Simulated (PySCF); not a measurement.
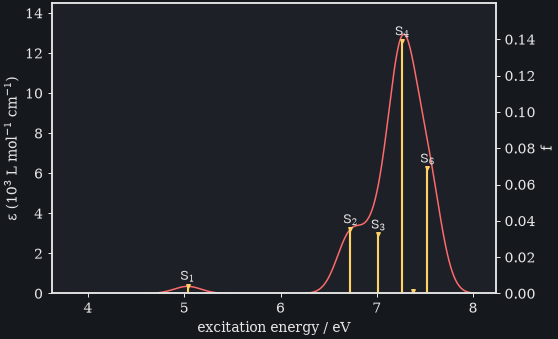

Vertical TDDFT excitations, CAM-B3LYP/def2-SVPD (IEF-PCM acetonitrile), PySCF 2.14.0, at a PBE0-D3(BJ)/def2-SVP geometry (no frequency check). The lowest 6 singlet states are shown; each is broadened by a Gaussian of 1/e half-width 0.20 eV. Sticks give oscillator strengths (right axis).

Which molecule gives this spectrum?
A. C₇H₈P₂, SMILES C=Cc1ccpc(C)p1
B. C₃H₇NOSi, SMILES C=NC(=C)O[SiH3]
C. C₃H₁₁GeNOSi, SMILES CC(=O)N[SiH2][CH2][GeH3], singlet
D. C₃H₉NO₂Si₂, SMILES NC(=O)[Si@H]1CC[SiH2]O1

Answer. D. Its lowest singlet lies at 5.03 eV (f = 0.004) and the brightest of those computed is S4 at 7.26 eV (171 nm), f = 0.139, mixed, the largest part being HOMO → LUMO+1 (34 %).

Known limits of this run: one conformer of a flexible molecule; core orbitals are frozen in the response.
